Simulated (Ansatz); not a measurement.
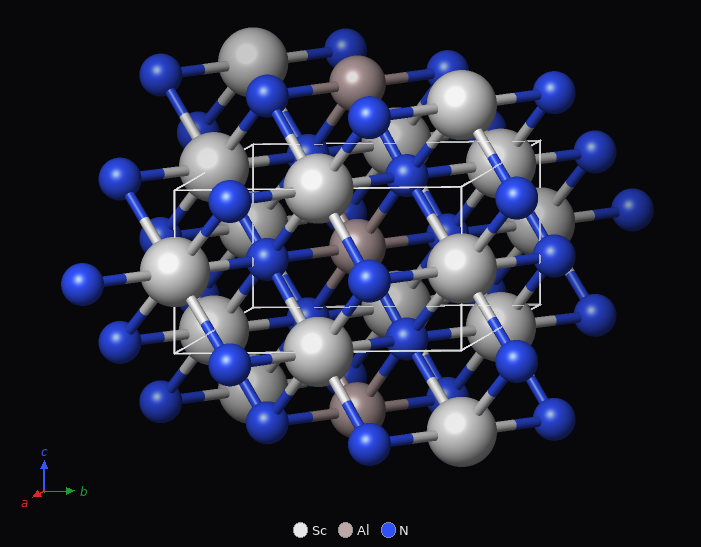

The crystal in a ball-and-stick representation, seen slightly off an axis. Atoms at the boundary of the simulation cell (the box) are drawn once for each face, edge or corner they touch. Outside the box, the atoms bonded to those within are drawn.

```xyz
8
Lattice="3.1125 -4.4392 0.0000 3.1125 4.4392 0.0000 0.0000 0.0000 3.1230" Properties=species:S:1:pos:R:3 pbc="T T T"
Sc    1.5563    2.2196    0.0000
Sc    3.1125    4.4392    1.5615
Sc    1.5563   -2.2196    0.0000
Al    3.1125    0.0000    1.5615
N     4.5853    0.0000    0.0000
N     3.1125   -2.1931    1.5615
N     3.1125    2.1931    1.5615
N     1.6397    0.0000    0.0000
```

Theory: Ansatz 0.2.0, DFT PBE, scalar-relativistic, plane waves, PAW. Numerical settings: 420 eV cutoff, an 8×8×12 k-point grid, Gaussian smearing of 0.02 eV, no spin polarisation.

Q: State the Bader charges by element.

A: Sc +1.81 e; Al +2.41 e; N -2.03 to -1.90 e. The transfer is large, as in an ionic solid.

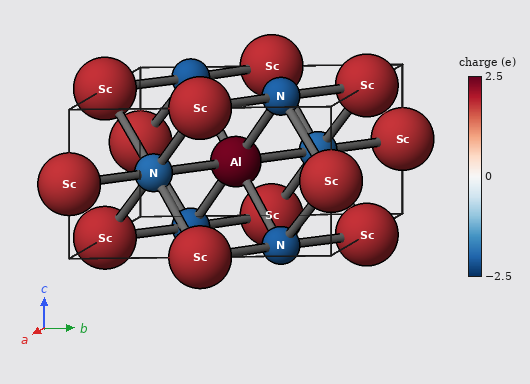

The atoms coloured by those charges.

Starting structure: a structure type filled with these elements by a generator (whether the compound takes this form wasn't checked). Earlier steps of the study may have refined or changed the cell and positions. An electronic-structure calculation with Ansatz was run on it.
